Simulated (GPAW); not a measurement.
# BF3 (boron trifluoride) at revPBE-D3(0)/dzp (scalar-relativistic datasets)

Aim: energy and one-electron properties of BF3 (boron trifluoride). 

The calculation is run with GPAW 26.7.0.

5 further runs of the same task are left out: 5 set aside as unsound or not needed.

## Step 1: The molecule

The species is BF3 (4 atoms), meant as a singlet with charge 0. As SMILES, `FB(F)F`. Geometry: embedded from SMILES.

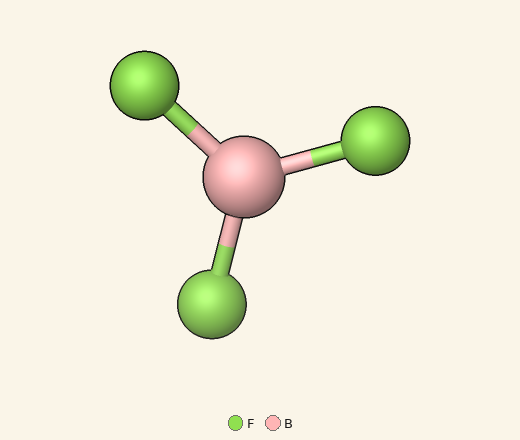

The structure, seen from a chosen angle (fluorine green, boron pink).

## Step 2: The charge distribution at revPBE-D3(0)/dzp (scalar-relativistic datasets)

Input file sp.py:

```python
import numpy as np
from ase import Atoms
from ase.calculators.mixing import SumCalculator
from ase.io import write
from ase.units import Debye
from dftd3.ase import DFTD3
from gpaw import GPAW
from rdkit import Chem
from rdkit.Chem import AllChem

rd = Chem.AddHs(Chem.MolFromSmiles("FB(F)F"))
AllChem.EmbedMolecule(rd, randomSeed=272)
AllChem.UFFOptimizeMolecule(rd)
mol = Atoms([a.GetSymbol() for a in rd.GetAtoms()], positions=rd.GetConformer().GetPositions())
write("start.xyz", mol)
mol.center(vacuum=4.0)

gpaw_calc = GPAW(mode="lcao",
                 basis="dzp",
                 h=0.15,
                 xc="revPBE",
                 occupations={"name": "fermi-dirac", "width": 0.05},
                 nbands=-5,
                 maxiter=80,
                 txt="-")
mol.calc = SumCalculator([DFTD3(method="revPBE", damping="d3zero"), gpaw_calc])

energy = mol.get_potential_energy()
print(f"Energy = {energy:.5f} eV")
forces = mol.get_forces()
print("Forces (eV/Ang)")
for symbol, f in zip(mol.symbols, forces):
    print(f'{symbol:2} {f[0]:9.4f} {f[1]:9.4f} {f[2]:9.4f}')
dipole = gpaw_calc.get_dipole_moment(mol) / Debye
print(f"Dipole                  {np.linalg.norm(dipole):.3f} D")
```

Launch:

```bash
$ python3 -u sp.py | tee sp.out
```

Output:

```text
__  _  _
 | _ |_)|_||  |
 |__||  | ||/\| - 26.7.0

units:  Angstrom and eV
cores:  1
OpenMP: False

Versions:
  Python: 3.12.14
  ASE:    3.29.0
  Numpy:  2.5.5
  Scipy:  1.18.1
  Libxc:  7.0.0

        _gpaw.cpython-312-aarch64-linux-gnu.so

Input parameters:
  mode=LCAO(),
  basis={'default': 'dzp'},
  h=0.15,
  maxiter=80,
  nbands=-5,
  occupations=Occupations(name='fermi-dirac', width=0.05),
  xc=XC(name='revPBE')
       .-------------------------.
      /|                         |
     / |                         |
    /  |                         |
   /   |                         |
  /    |                         |
 *     |                         |
 |     |         F               |
 |     |         B               |
 |     |     F      F            |
 |     .-------------------------.
 |    /                         /
 |   /                         /
 |  /                         /
 | /                         /
 |/                         /
 *-------------------------*

Atoms  # Å, Bohr magnetons
|   | symbol |        x |        y |        z |    initial magnetic moments |
|---|--------|----------|----------|----------|-----------------------------|
| 0 |      F | 6.496264 | 4.155441 | 4.000000 | ( 0.0000,  0.0000,  0.0000) |
| 1 |      B | 5.203309 | 4.798453 | 4.025797 | ( 0.0000,  0.0000,  0.0000) |
| 2 |      F | 4.000000 | 4.000000 | 4.045430 | ( 0.0000,  0.0000,  0.0000) |
| 3 |      F | 5.113486 | 6.239905 | 4.022266 | ( 0.0000,  0.0000,  0.0000) |

Unit cell  # Å
| periodic |         x |         y |        z |   lengths |    angles |
|----------|-----------|-----------|----------|-----------|-----------|
|       no | 10.496264 |  0.000000 | 0.000000 | 10.496264 | 90.000000 |
|       no |  0.000000 | 10.239905 | 0.000000 | 10.239905 | 90.000000 |
|       no |  0.000000 |  0.000000 | 8.045430 |  8.045430 | 90.000000 |

Number of symmetries: 1
Symmetry operations  # r_c * U_cc + t_c -> r_c
|   | kind |            matrix            |
|---|------|------------------------------|
| 0 |  E   |  1, 0, 0,  0, 1, 0,  0, 0, 1 |

BZ-sampling:
  Number of BZ points: 1
  Number of IBZ points: 1

  Monkhorst-Pack size: [1, 1, 1]
  Monkhorst-Pack shift: [0, 0, 0]

K-points  # in reciprocal-cell coordinates
|   |                                coordinates |     weight |
|---|--------------------------------------------|------------|
| 0 | (  0.00000000,   0.00000000,   0.00000000) | 1.00000000 |

basis functions: 52
Spin-components: 1 (collinear spins)
Bands:           17
Projectors:      20
Spin-degeneracy: 2
Datatype:        <class 'float'>

  Storage: CPU
  Wave functions: 7_072 bytes (7_072 per core)

Parallelization:
  kpt:    1
  domain: 1
  band:   1

Density:
  Valence electrons: 24.0
  Components: 1
  Grid points: [68 68 52]
  Charge: 0.0  # |e|

Potential:
  Grid points: [68 68 52]

species:
  F:
    name:    Fluorine
    Z:       9.0
    valence: 7
    core:    2
    charge:  0.0  # [|e|]
    file:    F.revPBE.gz
    compensation charges:
      type: gauss
      rc: 0.20  # [Å]
      lmax: 2
    cutoffs:
      filter: 1.14  # [Å]
      core: 0.74  # [Å]
    projectors
    | kind |    occ | energy [eV] | rcut [Å] |
    |------|--------|-------------|----------|
    |   2s |  2.000 |     -29.933 |    0.635 |
    |   2p |  5.000 |     -11.043 |    0.635 |
    |    s |        |      -2.721 |    0.635 |
    |    p |        |      16.168 |    0.635 |
    |    d |        |       0.000 |    0.635 |

    LCAO basis set for F:
      Name: dzp
      File: F.dzp.basis.gz
      Number of radial functions: 5
      Number of spherical harmonics: 13
        l=0, rc=3.8594 Bohr: 2s-sz confined orbital
        l=1, rc=4.8750 Bohr: 2p-sz confined orbital
        l=0, rc=2.0156 Bohr: 2s-dz split-valence wave
        l=1, rc=2.6094 Bohr: 2p-dz split-valence wave
        l=2, rc=4.8750 Bohr: d-type Gaussian polarization
      Number of RI-basis functions 0

  B:
    name:    Boron
    Z:       5.0
    valence: 3
    core:    2
    charge:  0.0  # [|e|]
    file:    B.revPBE.gz
    compensation charges:
      type: gauss
      rc: 0.20  # [Å]
      lmax: 2
    cutoffs:
      filter: 1.14  # [Å]
      core: 1.38  # [Å]
    projectors
    | kind |    occ | energy [eV] | rcut [Å] |
    |------|--------|-------------|----------|
    |   2s |  2.000 |      -9.465 |    0.635 |
    |   2p |  1.000 |      -3.568 |    0.635 |
    |    s |        |      17.746 |    0.635 |
    |    p |        |      23.644 |    0.635 |
    |    d |        |       0.000 |    0.635 |

    LCAO basis set for B:
      Name: dzp
      File: B.dzp.basis.gz
      Number of radial functions: 5
      Number of spherical harmonics: 13
        l=0, rc=6.6719 Bohr: 2s-sz confined orbital
        l=1, rc=8.2188 Bohr: 2p-sz confined orbital
        l=0, rc=3.7500 Bohr: 2s-dz split-valence wave
        l=1, rc=4.6094 Bohr: 2p-dz split-valence wave
        l=2, rc=8.2188 Bohr: d-type Gaussian polarization
      Number of RI-basis functions 0

Reference energy: -8818.109075  # eV

eigensolver:
  <gpaw.new.lcao.eigensolver.LCAOEigensolver object at 0xfdc587a357c0>
density mixing:
  MSR1-Mixer
  Pratt-step length: 0.05
  Maximum mixing coefficient: 0.75
  Old densities: 10
  SVD Regularization: 0.005
  Good broyden scale: 1.0
  Trust region scale: 1.0
  Backstep threshold: 4.0
  History deletion threshold: 6.0
  Fourier metric: weight=20.0, sigma=0.015

occupation numbers:
  Fermi-Dirac:
    width: 0.0500  # eV

FastPoissonSolver using
    Stencil: 6*3+1=19 point O(h^6) finite-difference Laplacian
    FFT axes: []
    FST axes: [np.int64(2), np.int64(0), np.int64(1)]

xc functional:
  name: revPBE with 2 nearest neighbor stencil
interpolation: tri-quintic # 5. degree polynomial

       .-------------------------.
      /|                         |
     / |                         |
    /  |                         |
   /   |                         |
  /    |                         |
 *     |                         |
 |     |         F               |
 |     |         B               |
 |     |     F      F            |
 |     .-------------------------.
 |    /                         /
 |   /                         /
 |  /                         /
 | /                         /
 |/                         /
 *-------------------------*

Atoms  # Å, Bohr magnetons
|   | symbol |        x |        y |        z |    initial magnetic moments |
|---|--------|----------|----------|----------|-----------------------------|
| 0 |      F | 6.496264 | 4.155441 | 4.000000 | ( 0.0000,  0.0000,  0.0000) |
| 1 |      B | 5.203309 | 4.798453 | 4.025797 | ( 0.0000,  0.0000,  0.0000) |
| 2 |      F | 4.000000 | 4.000000 | 4.045430 | ( 0.0000,  0.0000,  0.0000) |
| 3 |      F | 5.113486 | 6.239905 | 4.022266 | ( 0.0000,  0.0000,  0.0000) |

Unit cell  # Å
| periodic |         x |         y |        z |   lengths |    angles |
|----------|-----------|-----------|----------|-----------|-----------|
|       no | 10.496264 |  0.000000 | 0.000000 | 10.496264 | 90.000000 |
|       no |  0.000000 | 10.239905 | 0.000000 | 10.239905 | 90.000000 |
|       no |  0.000000 |  0.000000 | 8.045430 |  8.045430 | 90.000000 |

Number of symmetries: 1
Symmetry operations  # r_c * U_cc + t_c -> r_c
|   | kind |            matrix            |
|---|------|------------------------------|
| 0 |  E   |  1, 0, 0,  0, 1, 0,  0, 0, 1 |

BZ-sampling:
  Number of BZ points: 1
  Number of IBZ points: 1

  Monkhorst-Pack size: [1, 1, 1]
  Monkhorst-Pack shift: [0, 0, 0]

K-points  # in reciprocal-cell coordinates
|   |                                coordinates |     weight |
|---|--------------------------------------------|------------|
| 0 | (  0.00000000,   0.00000000,   0.00000000) | 1.00000000 |

basis functions: 52
Spin-components: 1 (collinear spins)
Bands:           17
Projectors:      20
Spin-degeneracy: 2
Datatype:        <class 'float'>

  Storage: CPU
  Wave functions: 7_072 bytes (7_072 per core)

Parallelization:
  kpt:    1
  domain: 1
  band:   1

Density:
  Valence electrons: 24.0
  Components: 1
  Grid points: [68 68 52]
  Charge: 0.0  # |e|

Potential:
  Grid points: [68 68 52]

species:
  F:
    name:    Fluorine
    Z:       9.0
    valence: 7
    core:    2
    charge:  0.0  # [|e|]
    file:    F.revPBE.gz
    compensation charges:
      type: gauss
      rc: 0.20  # [Å]
      lmax: 2
    cutoffs:
      filter: 1.14  # [Å]
      core: 0.74  # [Å]
    projectors
    | kind |    occ | energy [eV] | rcut [Å] |
    |------|--------|-------------|----------|
    |   2s |  2.000 |     -29.933 |    0.635 |
    |   2p |  5.000 |     -11.043 |    0.635 |
    |    s |        |      -2.721 |    0.635 |
    |    p |        |      16.168 |    0.635 |
    |    d |        |       0.000 |    0.635 |

    LCAO basis set for F:
      Name: dzp
      File: F.dzp.basis.gz
      Number of radial functions: 5
      Number of spherical harmonics: 13
        l=0, rc=3.8594 Bohr: 2s-sz confined orbital
        l=1, rc=4.8750 Bohr: 2p-sz confined orbital
        l=0, rc=2.0156 Bohr: 2s-dz split-valence wave
        l=1, rc=2.6094 Bohr: 2p-dz split-valence wave
        l=2, rc=4.8750 Bohr: d-type Gaussian polarization
      Number of RI-basis functions 0

  B:
    name:    Boron
    Z:       5.0
    valence: 3
    core:    2
    charge:  0.0  # [|e|]
    file:    B.revPBE.gz
    compensation charges:
      type: gauss
      rc: 0.20  # [Å]
      lmax: 2
    cutoffs:
      filter: 1.14  # [Å]
      core: 1.38  # [Å]
    projectors
    | kind |    occ | energy [eV] | rcut [Å] |
    |------|--------|-------------|----------|
    |   2s |  2.000 |      -9.465 |    0.635 |
    |   2p |  1.000 |      -3.568 |    0.635 |
    |    s |        |      17.746 |    0.635 |
    |    p |        |      23.644 |    0.635 |
    |    d |        |       0.000 |    0.635 |

    LCAO basis set for B:
      Name: dzp
      File: B.dzp.basis.gz
      Number of radial functions: 5
      Number of spherical harmonics: 13
        l=0, rc=6.6719 Bohr: 2s-sz confined orbital
        l=1, rc=8.2188 Bohr: 2p-sz confined orbital
        l=0, rc=3.7500 Bohr: 2s-dz split-valence wave
        l=1, rc=4.6094 Bohr: 2p-dz split-valence wave
        l=2, rc=8.2188 Bohr: d-type Gaussian polarization
      Number of RI-basis functions 0

Reference energy: -8818.109075  # eV

eigensolver:
  <gpaw.new.lcao.eigensolver.LCAOEigensolver object at 0xfdc587aad7c0>
density mixing:
  MSR1-Mixer
  Pratt-step length: 0.05
  Maximum mixing coefficient: 0.75
  Old densities: 10
  SVD Regularization: 0.005
  Good broyden scale: 1.0
  Trust region scale: 1.0
  Backstep threshold: 4.0
  History deletion threshold: 6.0
  Fourier metric: weight=20.0, sigma=0.015

occupation numbers:
  Fermi-Dirac:
    width: 0.0500  # eV

FastPoissonSolver using
    Stencil: 6*3+1=19 point O(h^6) finite-difference Laplacian
    FFT axes: []
    FST axes: [np.int64(2), np.int64(0), np.int64(1)]

xc functional:
  name: revPBE with 2 nearest neighbor stencil
interpolation: tri-quintic # 5. degree polynomial

Initialization done in: 5.361 s

convergence criteria:
- Maximum [total energy] change in last 3 cyles: 0.0005 eV / valence electron
- Maximum integral of absolute [dens]ity change: 0.0001 electrons / valence electron
- Maximum integral of absolute [eigenst]ate change: 4e-08 eV^2 / valence electron
maximum number of iterations: 80

SCF iterations
|iter     |     time |      energy | eigst |  dens |
|---------|----------|-------------|-------|-------|
|iter:   1| 00:00:05 |  -20.919900 |      c|       |
|iter:   2| 00:00:06 |  -20.734628 |      c| -1.12 |
|iter:   3| 00:00:07 |  -20.182930 |      c| -1.16 |
|iter:   4| 00:00:08 |  -20.185718 |      c| -1.69 |
|iter:   5| 00:00:09 |  -20.184928c|      c| -2.06 |
|iter:   6| 00:00:09 |  -20.184912c|      c| -3.21 |
|iter:   7| 00:00:10 |  -20.184912c|      c| -3.85 |
|iter:   8| 00:00:11 |  -20.184912c|      c| -4.33c|

Converged in 8 steps
SCF loop duration: 5.933 s (0.742 s/step)
Energy contributions relative to reference atoms: (reference = -8818.109075)

Energy contributions:
  Kinetic:           9.648989
  Coulomb:         -12.874985
  Zero:              0.361328
  External:          0.000000
  Xc:              -17.320244
  Entropy:          -0.000000
  Spinorbit:         0.000000
  ----------------------------
  Free energy:     -20.184912
  Extrapolated:    -20.184912

dipole moment: (0.000079, 0.000106, 0.002604)  # |e|*Ang

Fermi level: -5.688
Eigenvalues  # (at kpt = [0.000, 0.000, 0.000])
| band index |      eig [eV] | occ [0-2] |
|------------|---------------|-----------|
|          0 |       -30.647 |     2.000 |
|        ... |               |           |
|          4 |       -12.856 |     2.000 |
|          5 |       -12.856 |     2.000 |
|          6 |       -11.671 |     2.000 |
|          7 |       -10.376 |     2.000 |
|          8 |       -10.376 |     2.000 |
|          9 |       -10.213 |     2.000 |
|         10 |       -10.213 |     2.000 |
|         11 |        -9.568 |     2.000 |
|         12 |        -1.598 |     0.000 |
|         13 |         0.028 |     0.000 |
|         14 |         4.128 |     0.000 |
|         15 |         4.128 |     0.000 |
|         16 |         5.859 |     0.000 |

Gap: 7.971 eV
Transition (v -> c):
  (s=0, k=0, n=11, [0.00, 0.00, 0.00]) -> (s=0, k=0, n=12, [0.00, 0.00, 0.00])
No difference between direct/indirect transitions
vacuum-level: 0.000  # V
Energy = -20.23397 eV

Forces  # eV/Ang
|        x |        y |        z |
|----------|----------|----------|
| -3.32855 |  1.66277 |  0.10712 |  # F    0
| -0.00473 |  0.00382 | -0.05544 |  # B    1
|  3.10658 |  2.04468 | -0.07688 |  # F    2
|  0.17078 | -3.68654 |  0.02087 |  # F    3

Force computation time: 0.277  # s
Forces (eV/Ang)
F    -3.3270    1.6620    0.1071
B    -0.0047    0.0038   -0.0554
F     3.1051    2.0437   -0.0769
F     0.1707   -3.6848    0.0209
Dipole                  0.013 D
```

Wall time 13 s (1 thread of Arm Neoverse N1, shared host); peak memory 0.64 GiB.

## Step 3: Results

Level: revPBE-D3(0)/dzp (scalar-relativistic datasets).

```
                                              quantity         value
energy as printed (from the program's reference atoms)   -20.2340 eV
                                         dipole moment        0.01 D
                                           HOMO energy      -9.57 eV
                                           LUMO energy      -1.60 eV
                                         HOMO–LUMO gap       7.97 eV
                                     dispersion energy  -4.73 kJ/mol
                              largest force on an atom    3.721 eV/Å
```

**Reading.** The largest force is 3.72 eV/Å: the shape isn't a stationary point for this species at this level.
